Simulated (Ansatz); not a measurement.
## Abstraction of H: GeH3(CN) + GaHF → GeH2(CN) + GaH2F

Species: GeH3(CN), singlet; GaHF `[F][GaH]`, doublet; GeH2(CN), doublet; GaH2F `[F][GaH2]`, singlet. A radical takes H: the energy is the difference in strength between the Ge–H bond broken and the Ga–H bond made.

Shapes, held fixed at every level: PBE0-D4/def2-TZVP. Programs: Ansatz 0.2.0. The zero-point and thermal change to 298 K, harmonic and unscaled (PBE0-D4/def2-TZVP), is -1.9 kJ/mol.

```tsv
level	kind	ΔH(298 K) (kJ/mol)	less CCSD(T)/def2-TZVPP	CPU time (sum over the molecules)
r2SCAN-D4/def2-TZVPP	meta-GGA	+22.3	+1.2	31 s
B3LYP-D4/def2-TZVPP	global hybrid	+25.8	+4.7	20 s
PBE0-D4/def2-TZVPP	global hybrid	+23.8	+2.7	17 s
r2SCAN0-D4/def2-TZVPP	global hybrid	+21.9	+0.8	32 s
B2PLYP/def2-TZVPP	double hybrid	+24.7	+3.6	27 s
CCSD/def2-TZVPP	coupled cluster or CI	+20.1	-1.0	–
CCSD(T)/def2-TZVPP	coupled cluster or CI	+21.1	0.0	3 min
```

The highest level, CCSD(T)/def2-TZVPP, gives ΔH(298 K) = +21.1 kJ/mol; the levels span +20.1 to +25.8. The column of differences is taken from that level and isn't an error. No measured value is set beside it here. Spin contamination: GeH2(CN) (⟨S²⟩ up to 0.80). Open shells run unrestricted. Relativity is left out for Ga, Ge. Outer-core shells of Ga, Ge are correlated, in sets that cover them unevenly. Times are processor times on shared x86 and Arm servers, and rough.

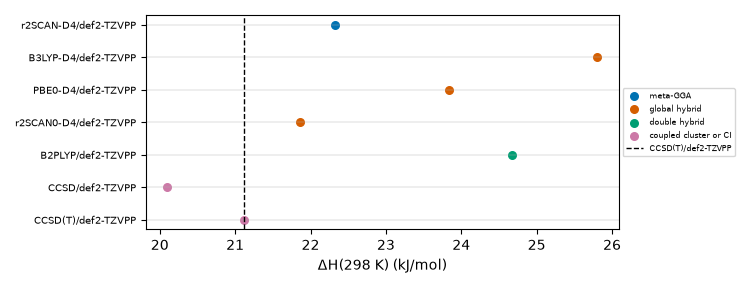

The values of the table, level by level.
